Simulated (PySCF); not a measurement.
NMR shielding calculation, with input and output: AlBHO2F3

The run: NMR shielding calculation of AlBHO2F3. Method and program: GIAO PBE0/pcSseg-2 NMR shielding, non-relativistic, gas phase (PySCF 2.14.0).

The geometry comes from this level: PBE0-D3(BJ)/def2-SVP. Figures and captions count atoms from 1; the log counts them from 0 in places.

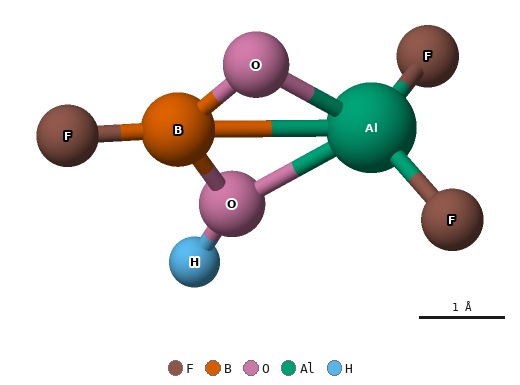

Figure 1. The structure (ball-and-stick view, seen at a tilt). Sticks mark near contacts.

### Results in brief

| quantity | value |
| --- | --- |
| outcome | converged |
| total energy | −717.889848 hartree |
| HOMO | −10.42 eV |
| LUMO | −0.82 eV |
| dipole moment | 3.92 D |
| isotropic shielding, F | 318.1 to 387.4 ppm |
| isotropic shielding, B | 84.7 ppm |
| isotropic shielding, O | 197.0 to 254.9 ppm |
| isotropic shielding, Al | 514.4 ppm |
| isotropic shielding, H | 26.7 ppm |
| hardware | 1 CPU thread, shared host |
| wall time | 71 s |
| peak memory | 1 GiB |

### Input
```
{"job": {"kind": "nmr", "xc": "PBE0", "basis": "pcSseg-2"}, "charge": 0, "multiplicity": 1}
F      1.391859    -2.003189    -0.136046
B      0.708919    -0.913926     0.135851
O      0.654357    -0.156419     1.211475
Al    -0.500431     1.015987     0.499575
F      0.102025     2.461114    -0.032764
F     -2.081187     0.959865     0.983697
O     -0.168299    -0.359272    -0.858394
H     -0.286334    -0.701798    -1.749605
```

The first line tells a small driver script what to run in PySCF; the rest is the geometry in Å.

Command:
```bash
OMP_NUM_THREADS=1 python <driver script> task.json out
```

### Log
```
coarse grid: 8760 points
cycle   1  E = -717.6445091399  dE =  9.074e-01  |g| = 1.245e+00  |ddm| = 2.265e+00
cycle   2  E = -717.3293766847  dE =  3.151e-01  |g| = 1.891e+00  |ddm| = 1.359e+00
cycle   3  E = -717.8907876938  dE = -5.614e-01  |g| = 1.562e-01  |ddm| = 8.609e-01
cycle   4  E = -717.8942006153  dE = -3.413e-03  |g| = 6.311e-02  |ddm| = 8.125e-02
cycle   5  E = -717.8948114537  dE = -6.108e-04  |g| = 1.253e-02  |ddm| = 2.594e-02
cycle   6  E = -717.8948322106  dE = -2.076e-05  |g| = 4.817e-03  |ddm| = 6.721e-03
cycle   7  E = -717.8948357300  dE = -3.519e-06  |g| = 7.944e-04  |ddm| = 2.113e-03
final grid: 85704 points
cycle   8  E = -717.8898425689  dE = -1.299e-04  |g| = 6.061e-03  |ddm| = 3.120e-02
cycle   9  E = -717.8898349189  dE =  7.650e-06  |g| = 8.955e-03  |ddm| = 5.632e-03
cycle  10  E = -717.8898478458  dE = -1.293e-05  |g| = 7.791e-04  |ddm| = 3.784e-03
cycle  11  E = -717.8898479214  dE = -7.564e-08  |g| = 4.278e-04  |ddm| = 4.636e-04
cycle  12  E = -717.8898479497  dE = -2.832e-08  |g| = 7.634e-05  |ddm| = 1.725e-04
cycle  13  E = -717.8898479506  dE = -8.449e-10  |g| = 1.882e-05  |ddm| = 3.612e-05
```

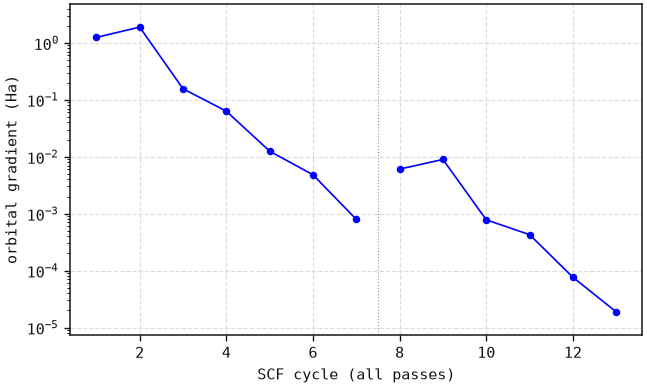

Figure 2. Convergence of the self-consistent field: orbital gradient against the SCF cycle. The dotted line marks the change from a coarse to the final integration grid. The first 7 cycles use a coarse grid, the final grid takes over at cycle 8, and the field converges after 13 cycles in all.

```
converged SCF energy = -717.8898479506

GIAO shielding tensors (ppm)
atom      isotropic    diamagn.    paramagn.     s11        s22        s33       span
  0 F      318.062     466.152    -148.090    210.927    354.535    388.723    177.796
  1 B       84.686     197.133    -112.447     54.315     78.850    120.894     66.579
  2 O      196.980     387.870    -190.890     91.018    230.877    269.044    178.026
  3 Al     514.405     791.369    -276.964    437.717    532.564    572.934    135.217
  4 F      387.370     466.632     -79.262    350.706    358.885    452.519    101.813
  5 F      387.214     466.543     -79.329    351.204    357.594    452.843    101.640
  6 O      254.879     395.190    -140.311    221.873    238.861    303.904     82.031
  7 H       26.749      31.483      -4.734     18.917     20.621     40.710     21.793
```

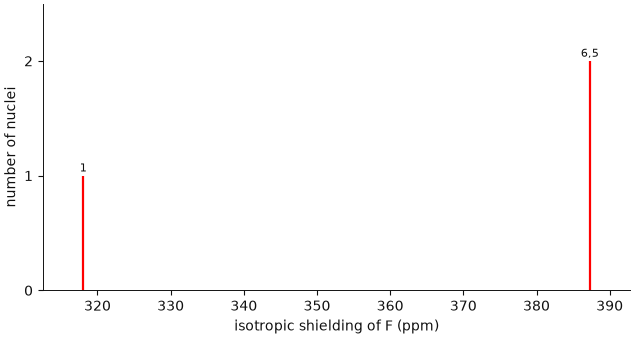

Figure 3. Isotropic shieldings of the fluorine nuclei in this fixed geometry, labelled by atom number; shielding grows to the right, so chemical shift grows to the left. The least shielded is F1 (318.1 ppm), the most shielded F5 (387.4 ppm).

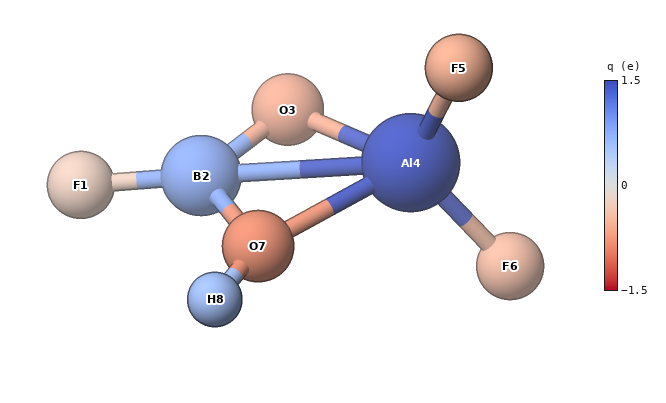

Figure 4. ESP-fitted charges, as the colour of each atom (ball-and-stick view, seen at a tilt; atoms are numbered from 1 in the order of the input). By element: F −0.52 to −0.27, B +0.82, O −0.80 to −0.67, Al +1.44 and H +0.52 e.
